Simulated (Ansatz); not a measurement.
```yaml
atoms:
  - { symbol: Si, position_ang: [0.1049, 0.3538, -1.4037] }
  - { symbol: Si, position_ang: [1.8081, -0.4464, 0.0861] }
  - { symbol: Si, position_ang: [-1.9256, 0.7146, -2.1499] }
  - { symbol: H, position_ang: [2.6006, -1.3592, -0.7768] }
  - { symbol: H, position_ang: [1.0660, -1.1131, 1.1863] }
  - { symbol: H, position_ang: [-1.1907, 0.9999, -0.5976] }
  - { symbol: H, position_ang: [2.5181, 0.7988, 0.4750] }
  - { symbol: H, position_ang: [-1.1310, -0.7328, -1.5976] }
```

Geometry: r2SCAN-D4/def2-SVP.

Computed with Ansatz 0.2.0, isolated molecule in a Gaussian basis; Kohn-Sham density functional theory, functional PBE0.

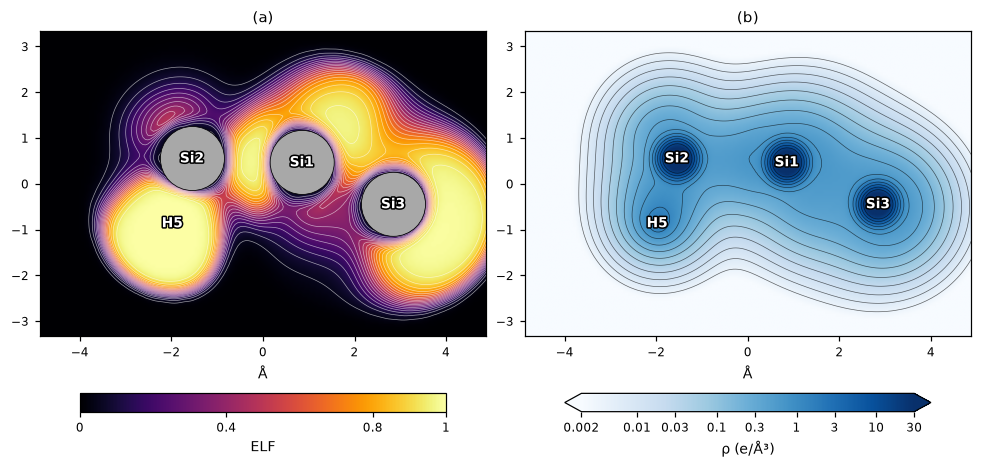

H5Si3 (charge +1). (a) electron localisation function; (b) total electron density on the plane of atoms Si2, Si1 and Si3. Grey discs cover the atomic cores in the ELF map.

Question: What does the map show?

Answer: Atoms in the plane: Si and H.
Si–Si (2.19 Å): ρ at the midpoint is about 0.56 e/Å³; the ELF peaks at about 0.60 between the atoms.
Si–H (1.49 Å): ρ at the midpoint is about 0.82 e/Å³; the ELF climbs to about 1 towards the hydrogen, as it does in any bond to H.
Si–Si (2.40 Å): ρ at the midpoint is about 0.55 e/Å³; the ELF peaks at about 1 between the atoms: a shared electron pair.
The ELF also peaks beside Si3, away from the bonds: lone-pair regions.
